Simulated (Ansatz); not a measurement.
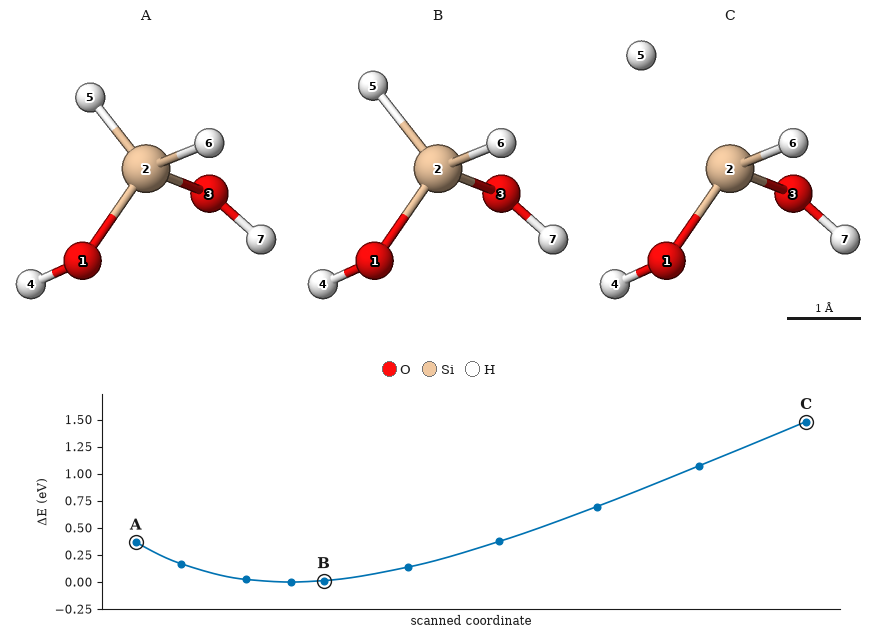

Frames of a one-coordinate scan of SiH$_{4}$O$_{2}$. The picture is a ball-and-stick view, seen at a tilt.

Computed with Ansatz: r2SCAN-D4, basis def2-TZVPP, on geometries moved rigidly from the minimum at PBE0-D4/def2-TZVP. Energies are counted from the PBE0-D4/def2-TZVP minimum geometry at the same level.

Question: What is being scanned?

Answer: The Si2–H5 distance is varied, with the rest of the molecule carried along rigidly. In the frames the distance is 1.303 Å (A), 1.519 Å (B), 2.074 Å (C). The lowest computed point lies at the distance 1.481 Å (0.000 eV). The curvature at the lowest point is about 18 eV/Å² (2.9 mdyn/Å). The well is steeper on the short side, as for any bond.
